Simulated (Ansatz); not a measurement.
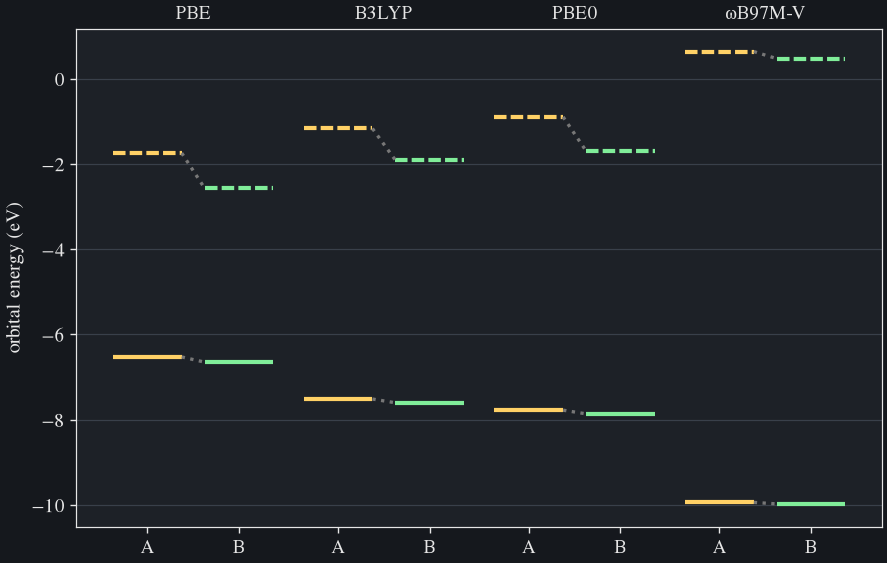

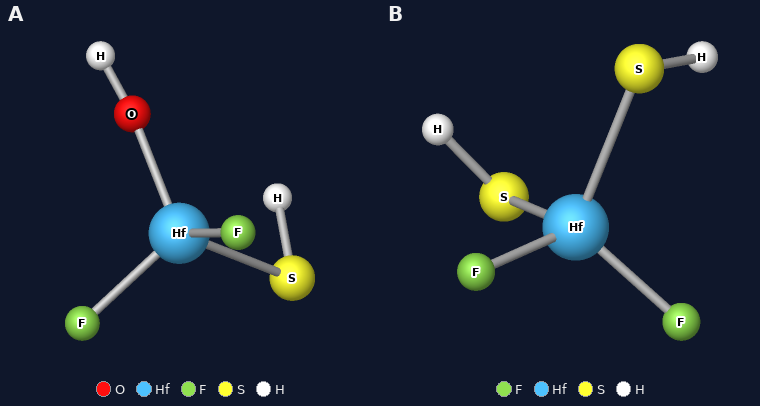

One change: A, HfH₂SOF₂ (SMILES [OH][Hf]([F])([F])[SH]), becomes B, HfH₂S₂F₂ (SMILES [F][Hf]([F])([SH])[SH]). OH on Hf is replaced by SH. HOMO (solid) and LUMO (dashed) computed in def2-TZVPP at PBE0-D4/def2-TZVP geometries, both minima by their frequencies, gas phase, the Ansatz code 0.2.0. Empty levels above zero depend strongly on the basis.

Question: What does the change do to HOMO and LUMO?

Answer: PBE: the HOMO falls by 0.12 eV, the LUMO falls by 0.82 eV, and the separation goes from 4.78 to 4.08 eV. B3LYP: the HOMO falls by 0.09 eV, the LUMO falls by 0.74 eV, and the separation goes from 6.35 to 5.70 eV. PBE0: the HOMO falls by 0.09 eV, the LUMO falls by 0.80 eV, and the separation goes from 6.88 to 6.17 eV. ωB97M-V: the HOMO falls by 0.04 eV, the LUMO falls by 0.17 eV, and the separation goes from 10.58 to 10.45 eV.

Question: Do the functionals agree on the effect?

Answer: They agree on the direction for both levels; the HOMO shift lies between −0.12 and −0.04 eV and the LUMO shift between −0.82 and −0.17 eV, while the separations themselves differ by up to 6.4 eV between functionals.

Known limits of this run: core potentials past krypton; spin-orbit coupling is left out, and with Hf it can shift these values.
